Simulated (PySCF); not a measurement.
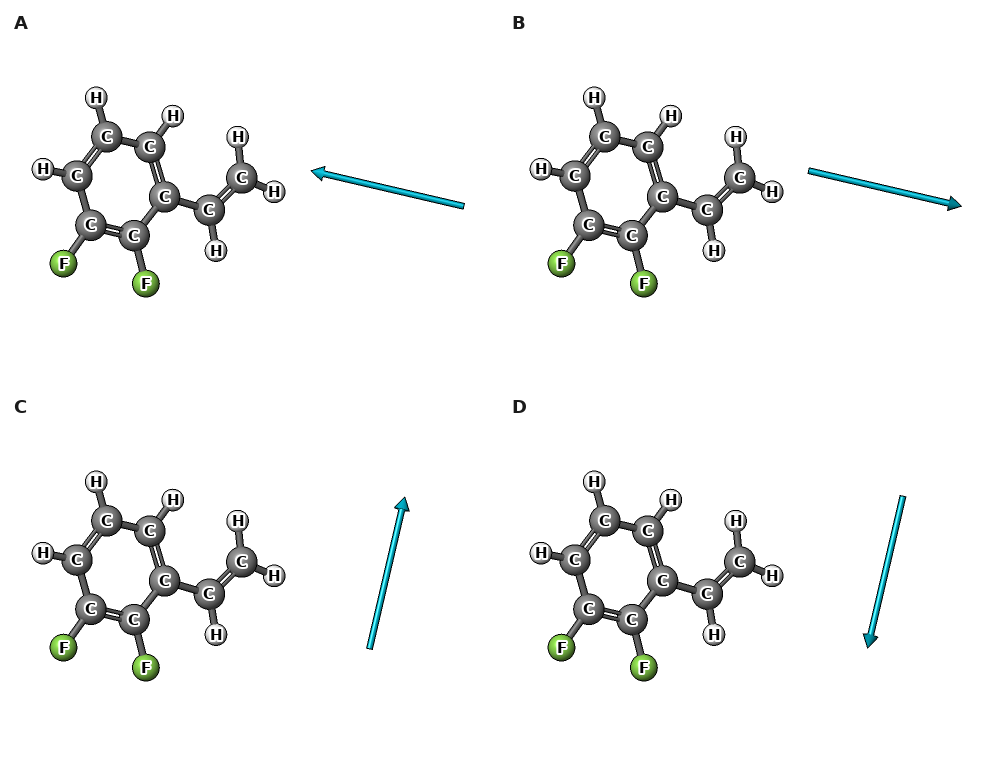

The same molecule four times, each with an arrow. The computed structure is the end point of a PBE0-D3(BJ)/def2-SVP optimisation. No frequency run is at hand to confirm it as a minimum. Method: PBE0/pcSseg-1, gas phase (PySCF 2.14.0).

> Which arrow points along the dipole moment, from the negative to the positive end?

C. The dipole moment is 2.37 D.
